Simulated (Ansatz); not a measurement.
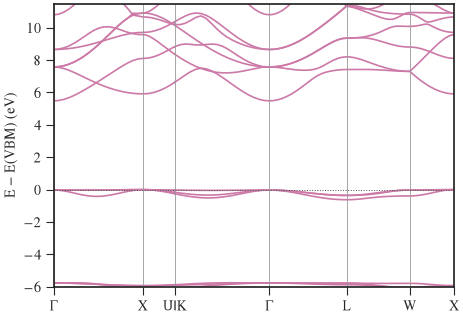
*Band structure from DFT-r²SCAN in the program Ansatz with PAW potentials*

Question: Read off the gap and where the band edges lie.

Answer: About 5.5 eV (5.48 eV by a search for the band edges); maximum at X, minimum at Γ.

The material is CsCl (rock salt, Fm-3m).

The workflow started from a Materials Project entry (that database holds measured and hypothetical structures alike); the Crystallography Open Database files this formula in space group No. 225, but the cells were not matched. It is not the phase usual at ambient conditions (space group No. 221). The r²SCAN relaxation kept the symmetry of its start; whether a distortion lowers the energy is not shown. Spin–orbit coupling is left out wherever it is not named.

Potentials: the later of the program's two PAW sets.
